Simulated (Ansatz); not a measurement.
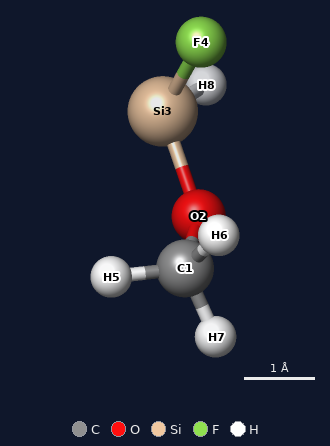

The structure as given in the input (ball-and-stick view, seen at an oblique angle; atoms are numbered from 1 in the order of the input).

## CH4FOSi: single-point calculation

CH4FOSi, multiplicity 2, computed with UKS PBE0-D4/def2-TZVPP (Ansatz 0.2.0).

The geometry comes from this level: PBE0-D4/def2-TZVP.

## The input
```yaml
crystal:
  periodic: [false, false, false]
  atoms:
    - {symbol: C, position_ang: [-0.158078, 1.181677, -0.082145]}
    - {symbol: O, position_ang: [-0.450110, -0.090204, 0.458813]}
    - {symbol: Si, position_ang: [-0.086437, -1.538926, -0.190143]}
    - {symbol: F, position_ang: [1.494375, -1.643286, -0.449214]}
    - {symbol: H, position_ang: [-0.606230, 1.303509, -1.073059]}
    - {symbol: H, position_ang: [0.921392, 1.337249, -0.159246]}
    - {symbol: H, position_ang: [-0.576874, 1.934561, 0.586167]}
    - {symbol: H, position_ang: [-0.445740, -2.541681, 0.853126]}
basis:
  gaussian: {orbitals: def2-TZVPP}
magnetization: {spin_polarized: true, initial_magnetization: 1}
hamiltonian: {xc: pbe0, dispersion: d4}
output: {orbitals: {seedname: orbitals}}
```

Machine: 4 threads of Arm Neoverse V2, 23 GiB of memory available, shared host.

Launch command:
```bash
ansatz run in.yaml --threads 4 --pin off --events-out ev --progress --plain --max-ram 10444MiB
```

## Log
```
Functional definition: PBE0
  name "PBE0"
  cite "Adamo & Barone, J. Chem. Phys. 110, 6158 (1999) doi:10.1063/1.478522"
  cite "Perdew, Burke & Ernzerhof, Phys. Rev. Lett. 77, 3865 (1996) doi:10.1103/PhysRevLett.77.3865"
  parent pbe
  parameter a = 0.25
  parameter kappa = 0.804
  parameter beta = 0.06672455060314922
  exchange = (1 - a)*pbe_x(kappa = kappa, mu = beta*pi^2/3) + a*exact_x
  correlation = pbe_c(beta = beta)
1014 factors; their error is unknown
mean field evaluation 1: about -13732.3919 eV, gradient 4.1e1 eV
mean field evaluation 2: about -13722.1009 eV, gradient 6.7e1 eV
mean field evaluation 4: about -13738.1517 eV, gradient 3.8e0 eV
mean field evaluation 8: about -13738.2212 eV, gradient 2.6e-1 eV
mean field evaluation 16: about -13738.2214 eV, gradient 3.0e-5 eV
mean field -13738.22139789 eV, -504.8703242717 hartree, gradient 3.0e-5 eV, S^2 0.752170; 0 other end points of the search recorded, 0 dependent functions left out
reference -13738.22142792 eV, -504.8703253750 hartree; 21, 20 occupied and 170, 171 virtual orbitals, 1014 factors
Total energy: -13738.33140673 eV, -504.8743670219 hartree
```

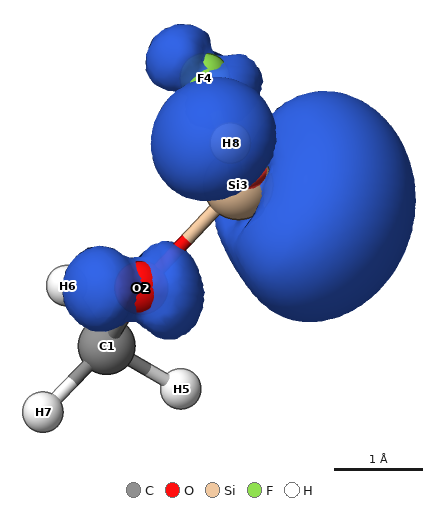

Isosurfaces of the spin density (α minus β) at +0.02 (blue) and −0.02 e/Å³ (red), seen at an oblique angle. The unpaired spin (1 electron) lies mostly on Si3 (about 0.7), H8 (about 0.1) and O2 (about 0.1), in electrons by Hirshfeld's partition.

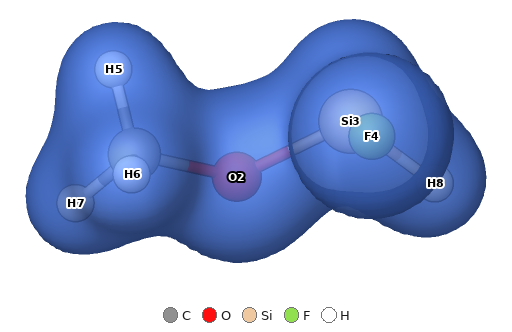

Isosurface of the electron density at 0.2 e/Å³ (blue), seen from the side. At this value the surface is in one piece. On the grid the lowest density along these lines, outside the cores, is 1.7 e/Å³ (C–O, 1.41 Å), 0.97 e/Å³ (Si–F, 1.61 Å), 1.1 e/Å³ (Si–O, 1.63 Å) and 2 e/Å³ (C–H, 1.09 Å).

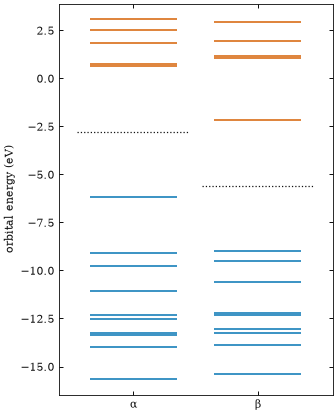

Orbital energies near the frontier for α and β spins; the dotted line parts filled from empty levels, and levels within 0.02 eV of each other stand side by side. α: highest filled −6.18 eV, lowest empty 0.63 eV, 6.81 eV apart; β: highest filled −8.97 eV, lowest empty −2.19 eV, 6.78 eV apart.

## Summary

```tsv
quantity	value
outcome	converged
total energy	−13738.3314 eV
mean-field energy	−13738.2214 eV
dispersion energy	−0.1100 eV
⟨S²⟩	0.752
SCF solution under orbital rotations	stable
HOMO (either spin)	−6.18 eV
LUMO (either spin)	−2.19 eV
wall time	1.9 s (CPU time 7.2 s)
peak memory	0.47 GiB
```
